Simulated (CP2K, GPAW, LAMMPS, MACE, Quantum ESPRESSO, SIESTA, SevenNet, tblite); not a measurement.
# Which run comes nearest? Amorphous 43Bi2O3-57BaO (mol %) (99 atoms)

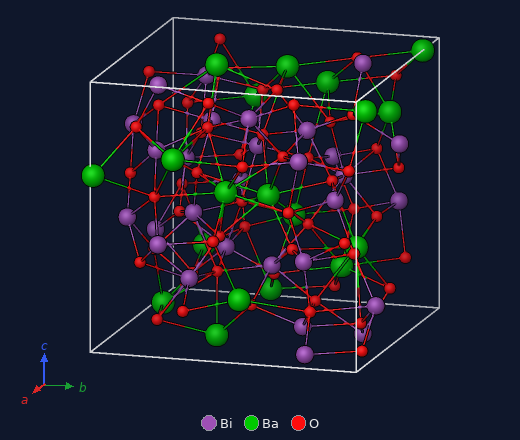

The cell (bismuth purple, barium green, oxygen red). Some periodic images of atoms are drawn too.

Density of this cell: 9.49 g/cm³. The cell holds 99 atoms: 26 Bi, 17 Ba and 56 O. Cell: a = 11.487 Å, b = 11.487 Å, c = 11.487 Å, α = 90.0°, β = 90.0°, γ = 90.0°. 99 atoms (26 Gd, 17 Ba, 56 O) placed at random at 8.51 g/cm³, melted at 5000 K for 10 ps at fixed volume with the Morse and Coulomb pair potential with partial charges (Pedone, Malavasi, Menziani, Cormack and Segre, J. Phys. Chem. B 110, 11780 (2006)). Quenched from 5000 K to 300 K at 50 K/ps and fixed volume, held 5 ps, then minimised at fixed cell. Then Gd was replaced by Bi and the cell scaled by 1.02 (the potential has no terms for the new elements, so the cell is a start for a DFT relaxation).

Geometry: as built.

The reference, a calculation:

* method: Kohn-Sham DFT, PBE, SSSP efficiency 1.3.0 pseudopotentials, plane waves (Quantum ESPRESSO 7.5); sssp-pbe-1.3.0-efficiency, cutoffs 60/480 Ry, Γ point
* r.m.s. force component: 0.6952 eV/Å
* longest force: 2.42 eV/Å
* pressure: 21.23 GPa
* gap (highest filled to lowest empty level): 1.235 eV
* time: 13 min on 4 MPI ranks of Arm Neoverse V1, shared host
* CPU time: 51 min

Runs, in no order:
A. GPAW PBE, LCAO sz(dzp), h 0.18 Å: Kohn-Sham DFT, PBE, PAW, atomic orbitals (sz(dzp))
B. GPAW PBE, LCAO dzp, h 0.15 Å: Kohn-Sham DFT, PBE, PAW, atomic orbitals (dzp)
C. SIESTA PBE, SZ, shift 0.02 Ry, mesh 500 Ry: Kohn-Sham DFT, PBE, PseudoDojo 0.4.1 norm-conserving pseudopotentials (converted to PSML), numerical atomic orbitals (SZ), diagonalisation
D. MACE MP-0b3 medium potential: machine-learned interatomic potential MACE MP-0b3 medium, trained on PBE(+U) plane-wave data

Q: Order them from the smallest to the largest r.m.s. force difference.

B, D, A, C.

```tsv
run	Δ force, r.m.s. (meV/Å)	share of r.m.s. force (%)	CPU time
B. GPAW PBE, LCAO dzp, h 0.15 Å	111	15.9	26 min
D. MACE MP-0b3 medium potential	168	24.2	11 s
A. GPAW PBE, LCAO sz(dzp), h 0.18 Å	252	36.3	4.8 min
C. SIESTA PBE, SZ, shift 0.02 Ry, mesh 500 Ry	606	87.2	2.5 min
```

Machine-learned potentials mimic data converged in k, so the reference's own k-point error enters their differences. The network of bonds at the start is that of the classical potential that made the cell, and needn't be the one that DFT or experiment would give. The electronic-structure runs sample only Γ, in a cell whose shortest periodic width is 11 Å.

[Logs are printed without paths, hosts, clocks, repeated set-up lines and the standing remarks that a program may print on its own settings, such as how far it seeks lower states.]

[Hosts, paths, dates, database ids (printed as entryN), source tags and the programs' standing remarks are cut or masked in the printed files.]
